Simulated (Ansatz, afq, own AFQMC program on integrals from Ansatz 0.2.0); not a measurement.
# SiH2Br (doublet): AFQMC on the coupled-cluster ladder at distance Br1–H2 along a hydrogen transfer = 1.652 Å, cc-pVTZ, part 2 of 2

Ansatz 0.2.0, Gaussian basis, and an in-house AFQMC program (afq) on its integrals; all values are calculated; cc-pVTZ, frozen cores. The steps go on from the part before.

## 12. Phaseless AFQMC, CISD trial on UHF

It reads the integrals that the CCSD(T) run on this determinant wrote.

The run is started by

```console
$ afq ham --method phaseless --trial cisd --walkers 1500 --populations 20 --least-time 60 --time-step 0.005 --steps-per-block 50 --equilibration-blocks 28 --max-blocks 4000 --target-error 0.00021 --factor-cut 1e-05 --start spin_pure --seed 4490 --release-times 0.24,0.51,0.99,1.62,2.4 --release-step 0.03 --release-every 3 --taylor-order 6
```

The log of the run:

```text
orbitals 86  electrons 7 6  factors 568 of 637
reference energy -2862.46953190 Eh
CCSD correlation -0.30564551 Eh in 14 cycles, weight of the determinant in the CISD state 0.8412
energy of the start -2862.772223 Eh
 block  time / (1/Eh)  mean weight  energy / Eh
     1     0.250  1.0001  -2862.768124
     2     0.500  0.9999  -2862.771394
     3     0.750  0.9999  -2862.774718
     4     1.000  1.0001  -2862.778114
     5     1.250  0.9999  -2862.780376
     6     1.500  0.9999  -2862.782689
     7     1.750  0.9996  -2862.784664
     8     2.000  0.9996  -2862.785272
     9     2.250  1.0002  -2862.786122
    10     2.500  0.9999  -2862.787142
    11     2.750  1.0002  -2862.785989
    13     3.250  1.0002  -2862.788250
    15     3.750  0.9995  -2862.788352
    17     4.250  1.0003  -2862.788479
    19     4.750  0.9994  -2862.787925
    21     5.250  1.0000  -2862.789386
    23     5.750  1.0000  -2862.789366
    25     6.250  1.0004  -2862.788982
    27     6.750  0.9999  -2862.787528
    29     7.250  0.9999  -2862.787969
    31     7.750  1.0002  -2862.787875
    33     8.250  0.9993  -2862.787161
    35     8.750  0.9997  -2862.787609
    37     9.250  0.9995  -2862.786782
    39     9.750  0.9996  -2862.788425
    41    10.250  0.9998  -2862.786980
    43    10.750  0.9992  -2862.787242
    45    11.250  1.0004  -2862.788436
    47    11.750  0.9997  -2862.788422
    49    12.250  0.9994  -2862.788120
    51    12.750  1.0002  -2862.787176
    53    13.250  1.0002  -2862.788540
    55    13.750  0.9999  -2862.786558
    57    14.250  1.0005  -2862.787034
    59    14.750  1.0003  -2862.787582
    61    15.250  1.0002  -2862.787407
    63    15.750  0.9996  -2862.788087
    65    16.250  1.0002  -2862.788824
    67    16.750  0.9996  -2862.787140
    69    17.250  1.0006  -2862.786668
    71    17.750  1.0004  -2862.785976
    73    18.250  1.0000  -2862.787132
    75    18.750  0.9999  -2862.787099
    77    19.250  1.0000  -2862.788554
    79    19.750  0.9997  -2862.788895
    81    20.250  1.0003  -2862.788340
    83    20.750  0.9999  -2862.788096
    85    21.250  0.9996  -2862.789034
    87    21.750  1.0001  -2862.787457
    89    22.250  0.9990  -2862.786892
    91    22.750  0.9998  -2862.786828
    93    23.250  1.0008  -2862.787520
    95    23.750  1.0003  -2862.788192
    97    24.250  0.9996  -2862.788046
    99    24.750  1.0002  -2862.788208
   101    25.250  1.0005  -2862.789246
   103    25.750  1.0003  -2862.786971
   105    26.250  1.0001  -2862.787740
   107    26.750  1.0000  -2862.788272
   109    27.250  0.9999  -2862.788341
error from the spread of 20 populations
released: time / (1/Eh)  energy / Eh  error  mean overlap
  0.24  -2862.788042  0.000180  0.9985
  0.51  -2862.788076  0.000136  0.9982
  0.99  -2862.788276  0.000163  0.9910
  1.62  -2862.788528  0.000221  0.9807
  2.40  -2862.788561  0.000398  0.9756
energy -2862.787850 +/- 0.000212 Eh
```

Wall time 4 min (1 × NVIDIA H100 80GB HBM3 with 2 threads of AMD EPYC 7R13 (Zen 3), shared host); peak host memory 1.8 GiB.

Energy -77900.4259 ± 0.0058 eV. Caveats: constraint bias not in the error.

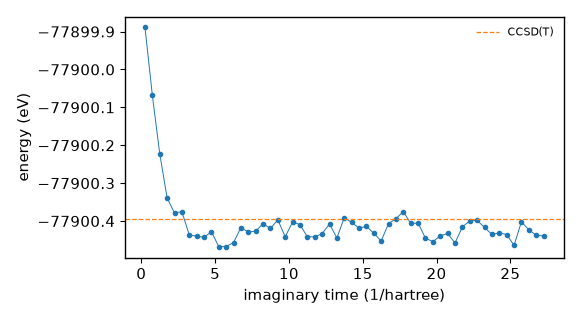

Block energies along the walk.

## 13. Phaseless AFQMC, single-determinant trial on UHF

It reads the integrals that the CCSD(T) run on this determinant wrote.

The run is started by

```console
$ afq ham --method phaseless --trial hf --walkers 1500 --populations 20 --least-time 40 --time-step 0.005 --steps-per-block 20 --equilibration-blocks 112 --max-blocks 4000 --target-error 0.0010500000000000002 --factor-cut 1e-05 --start spin_pure --seed 4960 --taylor-order 6
```

The log of the run:

```text
orbitals 86  electrons 7 6  factors 568 of 637
reference energy -2862.46953190 Eh
CCSD correlation -0.30564551 Eh in 14 cycles, weight of the determinant in the CISD state 0.8412
energy of the start -2862.470614 Eh
 block  time / (1/Eh)  mean weight  energy / Eh
     1     0.100  1.0006  -2862.533864
     2     0.200  1.0012  -2862.580720
     3     0.300  1.0022  -2862.617053
     4     0.400  1.0018  -2862.646102
     5     0.500  1.0015  -2862.669254
     6     0.600  1.0013  -2862.686443
     7     0.700  1.0006  -2862.700116
     8     0.800  1.0006  -2862.713655
     9     0.900  1.0011  -2862.721612
    10     1.000  1.0003  -2862.730784
    13     1.300  0.9997  -2862.748662
    19     1.900  1.0000  -2862.766134
    25     2.500  1.0000  -2862.781307
    31     3.100  0.9994  -2862.782189
    37     3.700  1.0004  -2862.784812
    43     4.300  1.0008  -2862.788530
    49     4.900  1.0006  -2862.786401
    55     5.500  1.0004  -2862.786701
    61     6.100  1.0003  -2862.786395
    67     6.700  1.0007  -2862.785692
    73     7.300  1.0005  -2862.787093
    79     7.900  1.0009  -2862.789506
    85     8.500  1.0000  -2862.783859
    91     9.100  1.0000  -2862.786538
    97     9.700  1.0001  -2862.786617
   103    10.300  1.0003  -2862.790746
   109    10.900  1.0000  -2862.788817
   115    11.500  1.0001  -2862.788794
   121    12.100  1.0000  -2862.785233
   127    12.700  0.9999  -2862.787508
   133    13.300  1.0006  -2862.786086
   139    13.900  1.0002  -2862.784264
   145    14.500  1.0003  -2862.783052
   151    15.100  0.9999  -2862.783510
   157    15.700  1.0003  -2862.784043
   163    16.300  0.9996  -2862.778292
   169    16.900  0.9993  -2862.783332
   175    17.500  1.0003  -2862.790232
   181    18.100  0.9995  -2862.783974
   187    18.700  1.0006  -2862.779028
   193    19.300  1.0003  -2862.785654
   199    19.900  1.0001  -2862.786077
   205    20.500  0.9997  -2862.787804
   211    21.100  0.9997  -2862.781588
   217    21.700  0.9995  -2862.786705
   223    22.300  1.0000  -2862.793075
   229    22.900  1.0003  -2862.799096
   235    23.500  0.9999  -2862.789171
   241    24.100  1.0004  -2862.787780
   247    24.700  0.9999  -2862.795492
   253    25.300  0.9998  -2862.789646
   259    25.900  1.0001  -2862.791603
error from the spread of 20 populations
energy -2862.787066 +/- 0.000965 Eh
```

Run time: 57 s. Hardware: 1 × NVIDIA H100 80GB HBM3 with 2 threads of AMD EPYC 7R13 (Zen 3), shared host; peak host memory 1.8 GiB.

Energy -77900.4046 ± 0.0262 eV. Caveats: constraint bias not in the error.

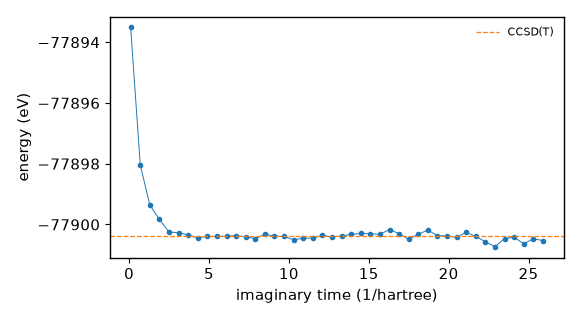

Block energies along the walk.

## 14. AFQMC on the ladder

On the UHF determinant, counted from CCSDT(Q) (a yardstick, not exact):

| level | energy (eV) | from CCSDT(Q) (meV) | statistical error (meV) | time |
| --- | --- | --- | --- | --- |
| HF | -77891.7640 | +8684.6 |  |  |
| MP2 | -77898.9538 | +1494.9 |  |  |
| CCSD | -77900.0811 | +367.6 |  |  |
| CCSD(T) | -77900.3949 | +53.8 |  |  |
| CCSDT(Q) | -77900.4487 | 0.0 |  |  |
| Phaseless AFQMC, CISD trial, step 0.005, 1500 walkers | -77900.4259 | +22.7 | 5.8 | 4 min |
| Phaseless AFQMC, single-determinant trial, step 0.005, 1500 walkers | -77900.4046 | +44.1 | 26.2 | 57 s |

The functionals' totals stand on their own zeros and serve differences with other points: PBE -77940.520 eV; r2SCAN -77953.850 eV; PBE0 -77943.597 eV; B3LYP -77956.643 eV; wB97M-V -77950.314 eV; B2PLYP -77940.349 eV.

## 15. Summary of results

What follows sums up all 2 parts.

| quantity | value |
| --- | --- |
| CCSD(T) on UHF from CCSDT(Q) | +53.8 meV |
| Phaseless AFQMC, CISD trial on UHF from CCSDT(Q) | +22.7 ± 5.8 meV |
| Phaseless AFQMC, single-determinant trial on UHF from CCSDT(Q) | +44.1 ± 26.2 meV |

What this shows: On UHF the phaseless walk with the CISD trial lies +22.7 meV from CCSDT(Q), 4 times its error bar. Error bars are statistical and leave out the constraint, the time step and what remains of the start.
